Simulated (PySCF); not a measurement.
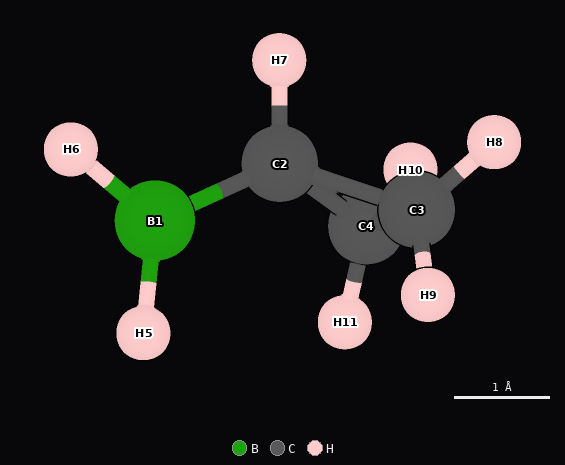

The structure (ball-and-stick view, seen at a tilt; atoms are numbered from 1 in the order of the input). Bond lengths as drawn: B–C 1.55 Å, B–H 1.21 Å, C–C 1.51 to 1.56 Å and C–H 1.08 to 1.10 Å.

**EPR calculation, with input and output: C3H7B (charge −1)**

The run: EPR calculation of C3H7B, charge −1, multiplicity 2. Method and program: UKS B3LYP, pcH-1 on B C H, non-relativistic, mean-field spin-orbit, GIAO (PySCF 2.14.0).

It belongs to a series of runs on one base structure; here: X = H replaced by cPr.

## Output
```
UKS, coarse grid
  cycle   1  E = -143.21527480  |g| = 3.87e-01
  cycle   2  E = -143.14759413  |g| = 5.25e-01
  cycle   3  E = -143.32354191  |g| = 5.73e-02
  cycle   4  E = -143.32487430  |g| = 2.53e-02
  cycle   5  E = -143.32518897  |g| = 4.59e-03
  cycle   6  E = -143.32519884  |g| = 2.28e-03
  cycle   7  E = -143.32520208  |g| = 6.62e-04
UKS, final grid
  cycle   1  E = -143.32523160  |g| = 7.18e-04
  cycle   2  E = -143.32523138  |g| = 9.97e-04
  cycle   3  E = -143.32523193  |g| = 8.53e-05
  cycle   4  E = -143.32523193  |g| = 3.91e-05
  cycle   5  E = -143.32523193  |g| = 1.41e-05
E = -143.32523193 Eh   <S^2> = 0.7533 (exact 0.7500)
g shifts (ppm)      1          2          3
  rmc           -78        -78        -78
  gc             13         16         19
  oz_so         -76         13        183
  total        -141        -49        124
hyperfine (MHz)  atom isotope    a_iso     a_fc   dipolar eigenvalues
    0   11B      45.42      45.42    -36.02    -35.46     71.48
    1   13C     -35.08     -35.08     -3.37      0.30      3.07
    2   13C      97.60      97.60     -6.66     -6.63     13.28
    3   13C      77.37      77.37     -5.81     -5.71     11.52
    4    1H     -44.68     -44.68    -19.06      5.78     13.28
    5    1H     -46.41     -46.41    -19.44      5.96     13.48
    6    1H       3.14       3.14     -2.98     -2.17      5.15
    7    1H       3.79       3.79     -3.81     -2.30      6.11
    8    1H      -5.04      -5.04     -4.66     -1.64      6.30
    9    1H       2.18       2.18     -3.33     -2.16      5.49
   10    1H      -4.16      -4.16     -4.28     -1.52      5.80
```

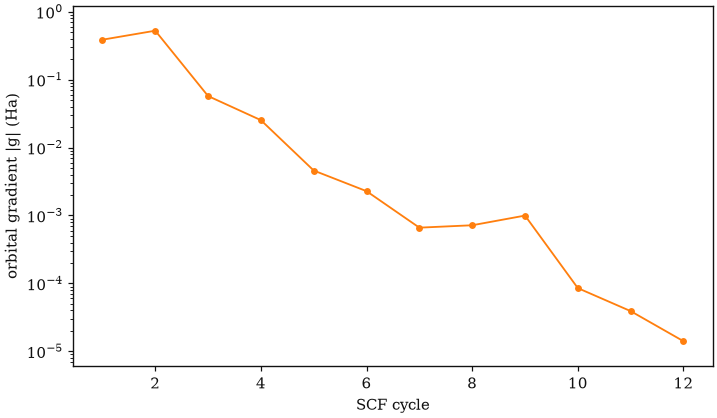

Convergence of the self-consistent field: orbital gradient |g| against the SCF cycle. All cycles printed in the log are drawn one after another.

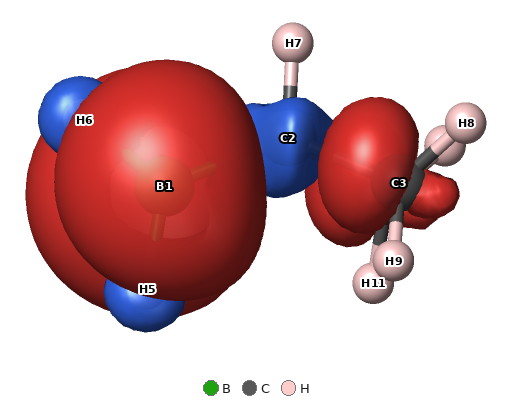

Isosurfaces of the spin density at +0.01 (red) and −0.01 e/Å³ (blue), seen face on. The unpaired spin (1 electron) lies mostly on B1 (about 0.7), in electrons by Hirshfeld's partition.

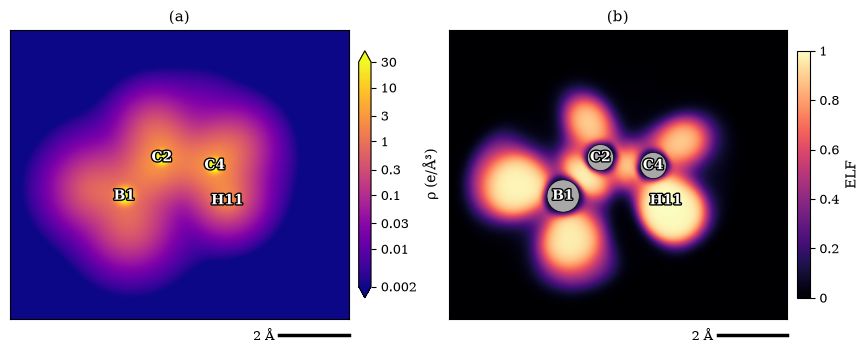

(a) electron density; (b) ELF on the plane of atoms B1, C2 and C4. Grey discs, where drawn, cover atomic cores. The plane passes through B, C and H nuclei. C–B (1.55 Å): ρ is about 1.4 e/Å³ halfway; the ELF peaks at about 0.95 between the atoms (a covalent bond). C–H (1.08 Å): ρ is about 2 e/Å³ halfway; the ELF climbs to about 1 towards the hydrogen, as it does in any bond to H; a covalent bond by its length.

This output came from the following input.

## Input file
```
{"job": {"kind": "epr", "basis": "pcH-1"}, "charge": -1, "multiplicity": 2}
B      1.686131    -0.303099     0.179613
C      0.208251     0.010718     0.515076
C     -0.767598     0.859998    -0.354332
C     -1.023175    -0.615500    -0.175651
H      2.058865    -0.482489    -0.958869
H      2.521324    -0.227212     1.057399
H      0.002098     0.180914     1.578565
H     -1.478558     1.546865     0.104450
H     -0.436971     1.187554    -1.333816
H     -1.902253    -0.903178     0.401033
H     -0.862688    -1.251900    -1.039432
```

The first line tells a small driver script what to run in PySCF; the rest is the geometry in Å.

Launched with:
```bash
OMP_NUM_THREADS=1 python <driver script> task.json out
```

## Results in brief

| quantity | value |
| --- | --- |
| outcome | converged |
| total energy | −143.325232 hartree |
| ⟨S²⟩ | 0.753 |
| isotropic g | 2.0023 |
| hardware | 1 CPU thread, shared host |
| wall time | 24 s |
| peak memory | 0.58 GiB |
